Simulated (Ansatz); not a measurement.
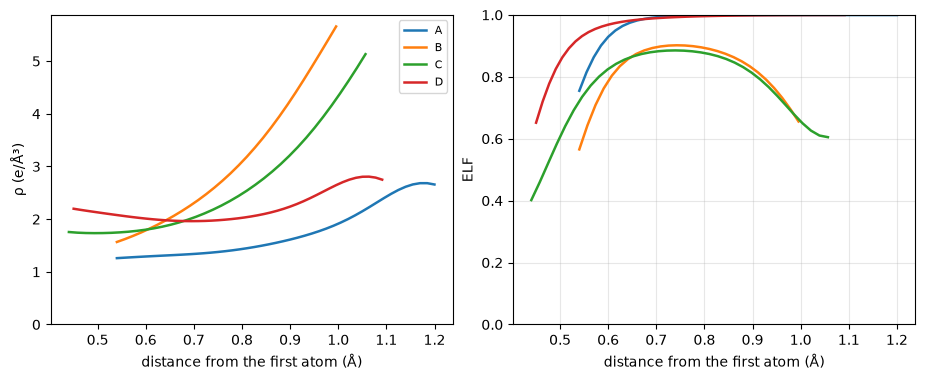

The picture shows: C$_{2}$H$_{7}$BO$_{2}$ (SMILES COBOC). Electron density and ELF along straight lines between neighbouring atoms. The curves leave out the atomic cores.

Geometry: PBE0-D4/def2-TZVP.

Method: Ansatz, RKS PBE0-D4/def2-TZVPP.

```yaml
atoms:
  - { symbol: C, position_ang: [-1.9016, -0.4892, 0.7249] }
  - { symbol: O, position_ang: [-0.6917, 0.0073, 0.2011] }
  - { symbol: B, position_ang: [0.4249, -0.7622, 0.1477] }
  - { symbol: O, position_ang: [1.5792, -0.2770, -0.3565] }
  - { symbol: C, position_ang: [1.6968, 1.0417, -0.8533] }
  - { symbol: H, position_ang: [-2.6757, -0.4374, -0.0442] }
  - { symbol: H, position_ang: [-1.7997, -1.5259, 1.0588] }
  - { symbol: H, position_ang: [-2.2087, 0.1291, 1.5716] }
  - { symbol: H, position_ang: [0.4217, -1.8943, 0.5454] }
  - { symbol: H, position_ang: [2.4705, 1.5634, -0.2859] }
  - { symbol: H, position_ang: [2.0035, 0.9967, -1.9005] }
  - { symbol: H, position_ang: [0.7580, 1.5925, -0.7751] }
```

> Which curve belongs to which contact (B–H, B–O, C–H and C–O)? The first atom named is at distance zero.

Curve A: B–H (1.20 Å): ρ is about 1.3 e/Å³ halfway; the ELF climbs to about 1 towards the hydrogen, as it does in any bond to H (an ordinary covalent bond to hydrogen). Curve B: B–O (1.35 Å): ρ is about 2.2 e/Å³ halfway; the ELF peaks at about 0.90 between the atoms, as expected for a polar covalent bond. Curve C: C–O (1.41 Å): the density is about 2 e/Å³ at the midpoint, with its minimum of 1.7 e/Å³ about 0.5 Å from C; the ELF peaks at about 0.90 between the atoms; a shared but strongly polarised pair. Curve D: C–H (1.09 Å): ρ is about 2.1 e/Å³ halfway; the ELF climbs to about 1 towards the hydrogen (a covalent bond by its length).
